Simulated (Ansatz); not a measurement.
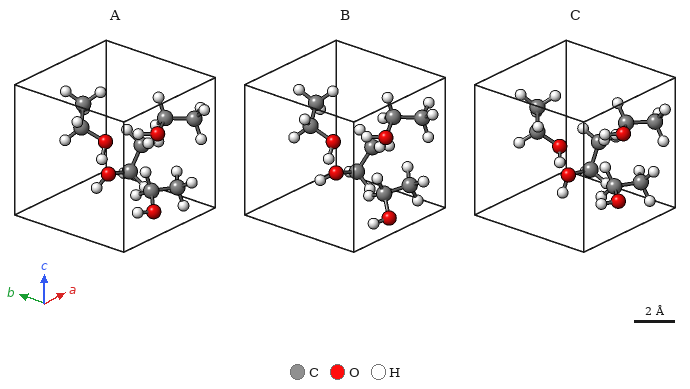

3 geometries from one relaxation of an amorphous cell of composition H6C2O, in shuffled order. A ball-and-stick model of the cell of the calculation, seen from a free direction.

The cell holds 4 CH3CH2OH. The run prepares the start of a later molecular dynamics calculation, from a guessed geometry.

All numbers below come from Ansatz 0.2.0, DFT LDA, scalar-relativistic, plane waves, PAW. (plane-wave cutoff 420 eV; k-point mesh 1 × 1 × 1; occupations fermi dirac; smearing width 0.05 eV; no spin polarisation; atoms relaxed in a fixed cell; force threshold 0.3 eV/Å; at most 15 steps)

### Put them in the order of the run, from the start to the converged end.

C, A, B. They are steps 0, 4, 8, at +29.7 meV per atom, +8.2 meV per atom relative to the last. The energy falls by 29.7 meV per atom in 8 geometry steps. The largest force component goes from 1 to 0.18 eV/Å. The largest move is that of an H atom, 1.13 Å roughly along −c. By element the largest moves are H 1.13 Å, O 1.03 Å, C 0.53 Å. The cell doesn't change. Near-neighbour distances that change, for instance: C–O 1.427 → 1.398 Å, C–H 1.099 → 1.120 Å, H–O 0.971 → 0.986 Å, C–C 1.512 → 1.497 Å. Bond angles that change, for instance: C–O–H 107.7° → 110.9°. The run took 14 s on 1 thread of AMD EPYC 7R43 64-Core Processor (Zen 3) (shared host), peak memory 0.44 GiB.

Limits of the set-up: the periodic images lie only 7.3 Å apart, so the values are limited by the cell's size.
